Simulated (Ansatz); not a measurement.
Given this structure, the input geometry of an electronic-structure calculation (not necessarily at equilibrium), written in its standard cell:

```cif
data_structure
_symmetry_space_group_name_H-M 'P 1'
_symmetry_Int_Tables_number 1
_cell_length_a 2.8800
_cell_length_b 2.8800
_cell_length_c 2.8800
_cell_angle_alpha 90.000
_cell_angle_beta 90.000
_cell_angle_gamma 90.000
_cell_volume 23.89
loop_
_atom_site_label
_atom_site_type_symbol
_atom_site_fract_x
_atom_site_fract_y
_atom_site_fract_z
_atom_site_occupancy
Cr1 Cr 0.00000 0.00000 0.00000 1
Cr2 Cr 0.50000 0.50000 0.50000 1
```

Q: Predict the [110] zone-axis pattern (120 kV, kinematic, B = 1 Å²).

A: The spots form a rectangular net whose two shortest vectors correspond to d = 2.04 Å and 1.44 Å, 90.0° apart. They are 1 -1 0 and 0 0 2. The pattern has symmetry 2mm. The lattice centring (I) removes all reflections that break h + k + l = 2n.

Strongest reflections with d > 0.80 Å, one of each family (|F|² from tabulated Gaussian fits of the electron scattering factors, times a small damping for the curvature of the Ewald sphere):

```
   hkl  d (Å)  I (strongest = 100)
1 -1 0  2.036                  100
 0 0 2  1.440                   45
1 -1 2  1.176                   25
2 -2 0  1.018                   15
2 -2 2  0.831                    6
```

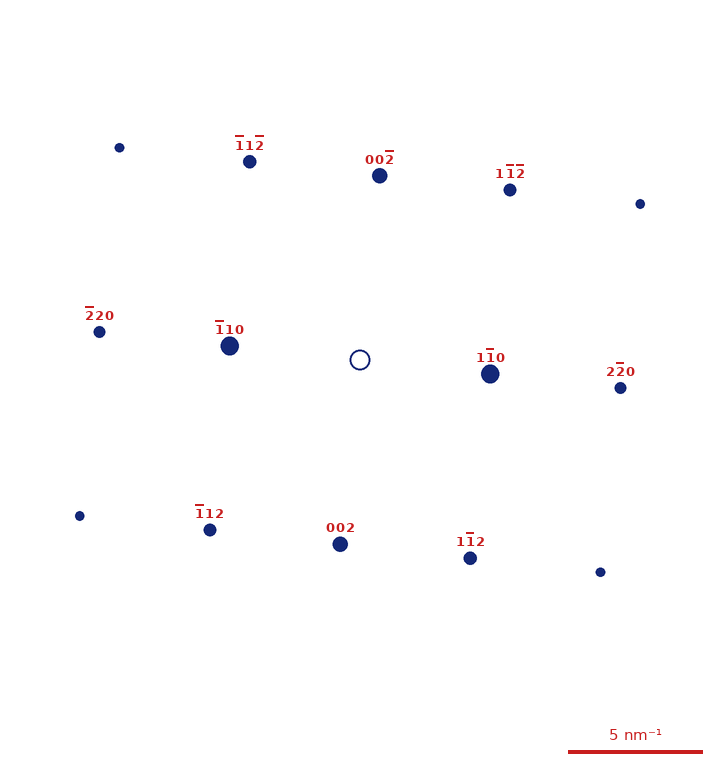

Calculated pattern, seen from the source side with [110] pointing towards the source.
